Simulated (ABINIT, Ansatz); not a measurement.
**Converging GW for CsGeCl3 (R3m) in ABINIT**

Wanted: a converged G0W0 gap of CsGeCl3 (R3m), or an estimate of the limit.

Calculated with ABINIT 10.8.3; LDA and many-body steps on it, plane waves.

## 1. The structure

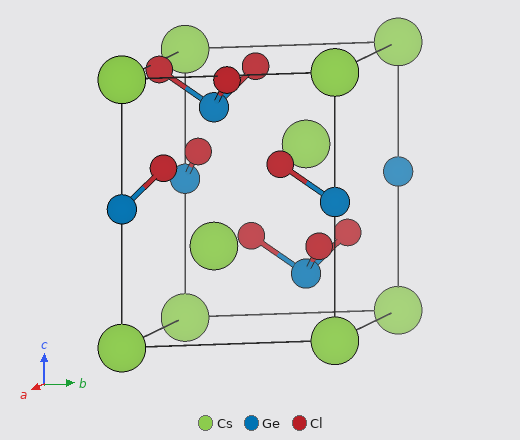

Start, viewed slightly off an axis; caesium green, germanium blue, chlorine red. This picture shows the conventional cell, with its axes. Bonds to atoms that aren't drawn are left out. Some periodic images of atoms are drawn too.

The cell and positions are those that the Materials Project relaxed with its own functionals (PBE, PBE+U or r2SCAN), kept fixed. Spin-orbit coupling is left out unless a step names it.

## 2. Empty states on the mesh, 2×2×2 mesh, 352 bands

This step: ABINIT 10.8.3; DFT, LDA, plane waves, norm-conserving pseudopotentials.

The sums over transitions need many empty states on a uniform mesh; this step solves for them.

run.abi reads:

```
acell 3*1.0 Angstrom
rprim 
  3.846816390705 2.220960478697 3.178300533600
  -3.846816390705 2.220960478697 3.178300533600
  0.000000000000 -4.441920957394 3.178300533600
ntypat 3
znucl 55 32 17
natom 5
typat 1 2 3 3 3
xred 
  0.998403350000 0.998403350000 0.998403350000
  0.515533150000 0.515533150000 0.515533150000
  0.496712670000 0.496712670000 0.948638170000
  0.496712670000 0.948638170000 0.496712670000
  0.948638170000 0.496712670000 0.496712670000
pp_dirpath "pseudos"
pseudos "Cs.upf, Ge.upf, Cl.upf"
ecut 56
ngkpt 2 2 2
nshiftk 1
shiftk 0 0 0
kptopt 1
chksymbreak 0
iscf -2
irdden 1
istwfk *1
nband 352
nbdbuf 32
tolwfr 1e-09
nstep 60
prtvol 0
indata_prefix "in"
outdata_prefix "out"
tmpdata_prefix "tmp"
```

Command:

```console
OMP_NUM_THREADS=2 mpirun -n 4 abinit run.abi > log
```

Numbers of over 12 decimals in the logs are rounded to 6 here.

What it wrote:

```text
.Version 10.8.3 of ABINIT. v10.8.2 released Aug 2026.

 Symmetries : space group R3 m (#160); Bravais hR (rhombohedral)
[... echo of the input left out ...]
== DATASET  1 ==================================================================
-   mpi_nproc: 4, omp_nthreads: 2 (-1 if OMP is not activated)

--- !DatasetInfo
iteration_state: {dtset: 1, }
dimensions: {natom: 5, nkpt: 4, mband: 352, nsppol: 1, nspinor: 1, nspden: 1, mpw: 22041, }
cutoff_energies: {ecut:  56.0, pawecutdg:  -1.0, }
[...]
3.08495    3.08496    3.09171    3.09171    3.11358    3.11701    3.11793    3.11807
   3.11987    3.11997    3.14407    3.14489    3.14862    3.14952    3.15057    3.15420
 prteigrs : prtvol=0 or 1, do not print more k-points.

== END DATASET(S) ==============================================================
================================================================================

 -outvars: echo values of variables after computation  --------
            nband         352
             nkpt           4
          spgroup         160
 [... the other variables as echoed above ...]

 Calculation completed.
```

It took 4.8 min on 4 MPI ranks of Arm Neoverse V2, shared host; peak memory 1 GiB.

This step gave:

```yaml
gap: 1.977 eV
k_of_the_valence_top: 0.5, 0.5, 0.5
k_of_the_conduction_bottom: 0.5, 0.5, 0.5
least_direct_gap: 1.977 eV
k_points_computed: 4
lowest_point_of_the_top_converged_band_above_the_valence_top: 77.4812 eV
```

On this mesh the gap is 1.977 eV.

The density comes from a self-consistent run that is not shown.

## 3. Screening, 2×2×2 mesh, 62 bands, screening to 76.2 eV

The RPA dielectric matrix is built and inverted for each q.

This step: RPA screening on LDA, plane waves, norm-conserving pseudopotentials.

Changes to run.abi since step 2:

```diff
@@ -23,10 +23,11 @@
 chksymbreak 0
-iscf -2
-irdden 1
 istwfk *1
-nband 352
-nbdbuf 32
-tolwfr 1e-09
-nstep 60
-prtvol 0
+occopt 1
+irdwfk 1
+optdriver 3
+nband 62
+ecuteps 2.8
+inclvkb 2
+awtr 1
+symchi 1
 indata_prefix "in"
```

Command:

```console
OMP_NUM_THREADS=1 mpirun -n 8 abinit run.abi > log
```

What it wrote:

```text
.Version 10.8.3 of ABINIT. v10.8.2 released Aug 2026.

 Symmetries : space group R3 m (#160); Bravais hR (rhombohedral)
[... echo of the input left out ...]
== DATASET  1 ==================================================================
-   mpi_nproc: 8, omp_nthreads: 1 (-1 if OMP is not activated)

--- !DatasetInfo
iteration_state: {dtset: 1, }
dimensions: {natom: 5, nkpt: 4, mband: 62, nsppol: 1, nspinor: 1, nspden: 1, mpw: 22041, }
cutoff_energies: {ecut:  56.0, pawecutdg:  -1.0, }
electrons: {nelect:   5.20000000E+01, charge:   0.00000000E+00, occopt:   1.00000000E+00, tsmear:   1.00000000E-02, }

 SCREENING: Calculation of the susceptibility and dielectric matrices

 Based on a program developped by R.W. Godby, V. Olevano, G. Onida, and L. Reining.
 Incorporated in ABINIT by V. Olevano, G.-M. Rignanese, and M. Torrent.
.Using double precision arithmetic ; gwpc =  8

[... cell and pseudopotentials left out ...]
--------------------------------------------------------------------------------

 ==== K-mesh for the wavefunctions ====
 Number of points in the irreducible wedge :     4
[... list of points left out ...]
 Together with  6 symmetry operations and time-reversal symmetry
 yields     8 points in the full Brillouin Zone.

 ==== Q-mesh for the screening function ====
 Number of points in the irreducible wedge :     4
[... list of points left out ...]
 Together with  6 symmetry operations and time-reversal symmetry
 yields     8 points in the full Brillouin Zone.

 setmesh: FFT mesh size selected  =    45x   45x   45
          total number of points  =        91125

 vcoul_init : cutoff-mode = AUXILIARY_FUNCTION
 q-points for optical limit:   1
     1)      0.000010    0.000020    0.000030

- screening: taking advantage of time-reversal symmetry
- Maximum band index for partially occupied states nbvw = 26
- Remaining bands to be divided among processors   nbcw = 36
- Number of bands treated by each node ~4

 Number of electrons calculated from density =   52.0000; Expected =   52.0000
 average of density, n =  0.047295
 r_s =    1.7154
 omega_plasma =   20.9780 [eV]

 calculating chi0 at frequencies [eV] :
  1    0.000000E+00    0.000000E+00
  2    0.000000E+00    2.097803E+01

--------------------------------------------------------------------------------
  q-point number  1        q = ( 0.000000, 0.000000, 0.000000) [r.l.u.]
--------------------------------------------------------------------------------
[... chi0 elements left out ...]
 For q-point:  0.000010 0.000020 0.000030
  dielectric constant =   5.9157
  dielectric constant without local fields =   7.1895

  Average fulfillment of the sum rule on Im[epsilon] for q-point    1 :     28.32  [%]
[... wings left out ...]
  q-point number  2        q = ( 0.500000, 0.000000, 0.000000) [r.l.u.]
--------------------------------------------------------------------------------
[... chi0 elements left out ...]
  Average fulfillment of the sum rule on Im[epsilon] for q-point    2 :     37.65  [%]

 [... 2 further q-points ...]
```

Wall time 16 s (8 MPI ranks); peak memory 3.7 GiB.

Numbers from this step:

```yaml
eps_infinity_with_local_fields_on_this_mesh_along_the_program_s_q_direction: 5.916
the_same_without_local_fields: 7.189
plasma_frequency: 20.98 eV
plane_waves_in_the_screening_matrix: 251
```

Local fields lower ε∞ by 18 %. On a Γ-centred mesh this coarse the value itself is usually too large, while a short band sum pulls it down.

## 4. 62 bands, 76.2 eV

The self-energy is evaluated for the states that the input lists, and the levels follow from it, in one-shot runs by the linearised quasiparticle equation.

This step: G0W0 on LDA, plane waves, norm-conserving pseudopotentials.

Changes to run.abi since step 3:

```diff
@@ -26,8 +26,17 @@
 irdwfk 1
-optdriver 3
+optdriver 4
 nband 62
+gwcalctyp 0
+ecutsigx 56
+symsigma 1
+nkptgw 2
+kptgw 
+  0.5000000000 0.5000000000 0.5000000000
+  0.0000000000 0.0000000000 0.0000000000
+bdgw 
+  25 28
+  24 29
 ecuteps 2.8
-inclvkb 2
-awtr 1
-symchi 1
+irdscr 1
+ppmodel 1
 indata_prefix "in"
```

What it wrote:

```text
.Version 10.8.3 of ABINIT. v10.8.2 released Aug 2026.

 Symmetries : space group R3 m (#160); Bravais hR (rhombohedral)
[... echo of the input left out ...]
== DATASET  1 ==================================================================
-   mpi_nproc: 8, omp_nthreads: 1 (-1 if OMP is not activated)

--- !DatasetInfo
iteration_state: {dtset: 1, }
dimensions: {natom: 5, nkpt: 4, mband: 62, nsppol: 1, nspinor: 1, nspden: 1, mpw: 22041, }
cutoff_energies: {ecut:  56.0, pawecutdg:  -1.0, }
electrons: {nelect:   5.20000000E+01, charge:   0.00000000E+00, occopt:   1.00000000E+00, tsmear:   1.00000000E-02, }

 SIGMA: Calculation of the GW corrections

 Based on a program developped by R.W. Godby, V. Olevano, G. Onida, and L. Reining.
 Incorporated in ABINIT by V. Olevano, G.-M. Rignanese, and M. Torrent.
.Using double precision arithmetic ; gwpc =  8

[... cell and pseudopotentials left out ...]
--------------------------------------------------------------------------------

 ==== K-mesh for the wavefunctions ====
 Number of points in the irreducible wedge :     4
[... list of points left out ...]
 Together with  6 symmetry operations and time-reversal symmetry
 yields     8 points in the full Brillouin Zone.

 ==== Q-mesh for screening function ====
 Number of points in the irreducible wedge :     4
[... list of points left out ...]
 Together with  6 symmetry operations and time-reversal symmetry
 yields     8 points in the full Brillouin Zone.

 vcoul_init : cutoff-mode = AUXILIARY_FUNCTION
 q-points for optical limit:   1
     1)      0.000010    0.000020    0.000030
 setmesh: FFT mesh size selected  =    72x   72x   72
          total number of points  =       373248

 Number of electrons calculated from density =   52.0000; Expected =   52.0000
 average of density, n =  0.047295
 r_s =    1.7154
 omega_plasma =   20.9780 [eV]

 === KS Band Gaps ===
  >>>> For spin  1
   Minimum direct gap =   1.9771 [eV], located at k-point      :   0.5000  0.5000  0.5000
   Fundamental gap    =   1.9771 [eV], Top of valence bands at :   0.5000  0.5000  0.5000
                                       Bottom of conduction at :   0.5000  0.5000  0.5000
 SIGMA fundamental parameters:
 PLASMON POLE MODEL  1
 number of plane-waves for SigmaX                22041
 number of plane-waves for SigmaC and W            251
 number of plane-waves for wavefunctions         22041
 number of bands                                    62
 number of independent spin polarizations            1
 number of spinorial components                      1
 number of k-points in IBZ                           4
 number of q-points in IBZ                           4
 number of symmetry operations                       6
 number of k-points in BZ                            8
 number of q-points in BZ                            8
 number of frequencies for dSigma/dE                 9
 frequency step for dSigma/dE [eV]                0.25
 number of omega for Sigma on real axis              0
 max omega for Sigma on real axis  [eV]           0.00
 zcut for avoiding poles [eV]                     0.10

 EPSILON^-1 parameters (SCR file):
 dimension of the eps^-1 matrix on file            251
 dimension of the eps^-1 matrix used               251
 number of plane-waves for wavefunctions         22041
 number of bands                                    62
 number of q-points in IBZ                           4
 number of frequencies                               2
 number of real frequencies                          1
 number of imag frequencies                          1

 matrix elements of self-energy operator (all in [eV])

 Perturbative Calculation

--- !SelfEnergy_ee
iteration_state: {dtset: 1, }
kpoint     : [   0.500,    0.500,    0.500, ]
spin       : 1
KS_gap     :    1.977
QP_gap     :    3.693
Delta_QP_KS:    1.716
data: !SigmaeeData |
     Band     E0 <VxcDFT>   SigX SigC(E0)      Z dSigC/dE  Sig(E)    E-E0       E
       25  -0.190 -14.219 -18.514   3.674   0.778  -0.285 -14.703  -0.484  -0.674
       26   1.959 -14.764 -16.833   2.337   0.799  -0.252 -14.550   0.214   2.173
       27   3.936 -11.282  -6.604  -2.324   0.820  -0.220  -9.352   1.930   5.866
       28   3.936 -11.282  -6.604  -2.324   0.820  -0.220  -9.352   1.930   5.866

--- !SelfEnergy_ee
iteration_state: {dtset: 1, }
kpoint     : [   0.000,    0.000,    0.000, ]
spin       : 1
KS_gap     :    5.520
QP_gap     :    7.233
Delta_QP_KS:    1.713
data: !SigmaeeData |
     Band     E0 <VxcDFT>   SigX SigC(E0)      Z dSigC/dE  Sig(E)    E-E0       E
       24  -0.526 -14.055 -18.275   3.608   0.778  -0.285 -14.532  -0.477  -1.003
       25  -0.526 -14.055 -18.275   3.608   0.778  -0.285 -14.532  -0.477  -1.003
       26  -0.340 -13.977 -17.781   3.333   0.782  -0.279 -14.345  -0.368  -0.708
       27   5.180  -7.348  -3.022  -2.742   0.849  -0.178  -6.004   1.345   6.525
       28   6.059  -7.267  -2.987  -2.657   0.849  -0.178  -5.889   1.378   7.437
       29   6.059  -7.267  -2.987  -2.657   0.849  -0.178  -5.889   1.378   7.437

== END DATASET(S) ==============================================================
================================================================================

 -outvars: echo values of variables after computation  --------
           etotal      0.0000000000E+00
            nband          62
             nkpt           4
          spgroup         160
 [... the other variables as echoed above ...]

 Calculation completed.
```

It took 5.7 s on 8 MPI ranks; peak memory 0.38 GiB; 45 s of CPU time.

This step gave:

| Quantity | Value |
| --- | --- |
| G0W0 gap on the points computed | 3.693 eV |
| starting gap on the mesh | 1.977 eV |
| k of the valence top | 0.5, 0.5, 0.5 |
| k of the conduction bottom | 0.5, 0.5, 0.5 |
| Z at the valence top | 0.799 |
| Z at the conduction bottom | 0.82 |
| least direct G0W0 gap on the computed points | 3.693 eV |

The gap on the mesh goes from 1.98 eV to 3.69 eV, a correction of +1.72 eV.

## 5. Screening, 2×2×2 mesh, 146 bands, screening to 141.5 eV

This step: RPA screening on LDA, plane waves, norm-conserving pseudopotentials.

Changes to run.abi since step 4:

```diff
@@ -26,17 +26,8 @@
 irdwfk 1
-optdriver 4
-nband 62
-gwcalctyp 0
-ecutsigx 56
-symsigma 1
-nkptgw 2
-kptgw 
-  0.5000000000 0.5000000000 0.5000000000
-  0.0000000000 0.0000000000 0.0000000000
-bdgw 
-  25 28
-  24 29
-ecuteps 2.8
-irdscr 1
-ppmodel 1
+optdriver 3
+nband 146
+ecuteps 5.2
+inclvkb 2
+awtr 1
+symchi 1
 indata_prefix "in"
```

What it wrote:

```text
.Version 10.8.3 of ABINIT. v10.8.2 released Aug 2026.

 Symmetries : space group R3 m (#160); Bravais hR (rhombohedral)
[... echo of the input left out ...]
== DATASET  1 ==================================================================
-   mpi_nproc: 8, omp_nthreads: 1 (-1 if OMP is not activated)

--- !DatasetInfo
iteration_state: {dtset: 1, }
dimensions: {natom: 5, nkpt: 4, mband: 146, nsppol: 1, nspinor: 1, nspden: 1, mpw: 22041, }
cutoff_energies: {ecut:  56.0, pawecutdg:  -1.0, }
electrons: {nelect:   5.20000000E+01, charge:   0.00000000E+00, occopt:   1.00000000E+00, tsmear:   1.00000000E-02, }

 SCREENING: Calculation of the susceptibility and dielectric matrices

 Based on a program developped by R.W. Godby, V. Olevano, G. Onida, and L. Reining.
 Incorporated in ABINIT by V. Olevano, G.-M. Rignanese, and M. Torrent.
.Using double precision arithmetic ; gwpc =  8

[... cell and pseudopotentials left out ...]
--------------------------------------------------------------------------------

 ==== K-mesh for the wavefunctions ====
 Number of points in the irreducible wedge :     4
[... list of points left out ...]
 Together with  6 symmetry operations and time-reversal symmetry
 yields     8 points in the full Brillouin Zone.

 ==== Q-mesh for the screening function ====
 Number of points in the irreducible wedge :     4
[... list of points left out ...]
 Together with  6 symmetry operations and time-reversal symmetry
 yields     8 points in the full Brillouin Zone.

 setmesh: FFT mesh size selected  =    45x   45x   45
          total number of points  =        91125

 vcoul_init : cutoff-mode = AUXILIARY_FUNCTION
 q-points for optical limit:   1
     1)      0.000010    0.000020    0.000030

- screening: taking advantage of time-reversal symmetry
- Maximum band index for partially occupied states nbvw = 26
- Remaining bands to be divided among processors   nbcw = 120
- Number of bands treated by each node ~15

 Number of electrons calculated from density =   52.0000; Expected =   52.0000
 average of density, n =  0.047295
 r_s =    1.7154
 omega_plasma =   20.9780 [eV]

 calculating chi0 at frequencies [eV] :
  1    0.000000E+00    0.000000E+00
  2    0.000000E+00    2.097803E+01

--------------------------------------------------------------------------------
  q-point number  1        q = ( 0.000000, 0.000000, 0.000000) [r.l.u.]
--------------------------------------------------------------------------------
[... chi0 elements left out ...]
 For q-point:  0.000010 0.000020 0.000030
  dielectric constant =   5.9573
  dielectric constant without local fields =   7.2291

  Average fulfillment of the sum rule on Im[epsilon] for q-point    1 :     47.82  [%]
[... wings left out ...]
  q-point number  2        q = ( 0.500000, 0.000000, 0.000000) [r.l.u.]
--------------------------------------------------------------------------------
[... chi0 elements left out ...]
  Average fulfillment of the sum rule on Im[epsilon] for q-point    2 :     52.50  [%]

 [... 2 further q-points ...]
```

Elapsed: 44 s, on 8 MPI ranks; peak memory 4.7 GiB; 5.9 min of CPU time.

Numbers from this step:

| Property | Result |
| --- | --- |
| ε∞ with local fields, on this mesh, along the program's q direction | 5.957 |
| the same without local fields | 7.229 |
| plasma frequency | 20.98 eV |
| plane waves in the screening matrix | 619 |

(Continued in part 2 of 2.)

[Paths, hosts, dates, memory and timing lines, banners, echoed tables and standing remarks are left out of the program output.]

[Logs are printed without paths, hosts, clocks, repeated set-up lines and the standing remarks that a program may print on its own settings, such as how far it seeks lower states.]

[Runs of the session that timed out or met a known fault of the program may be left out.]

[Hosts, paths, dates, database ids (printed as entryN), source tags and the programs' standing remarks are cut or masked in the printed files.]

[G0W0 gaps are taken among the corrected bands and points alone; a level outside them can change the order at an edge.]

[Where Ansatz stands beside ABINIT at settings called matched, ABINIT's density can come from a denser mesh and the files from another edition; pairs whose starting gaps differed by over 0.03 eV were left out, so agreement reads better than it is.]
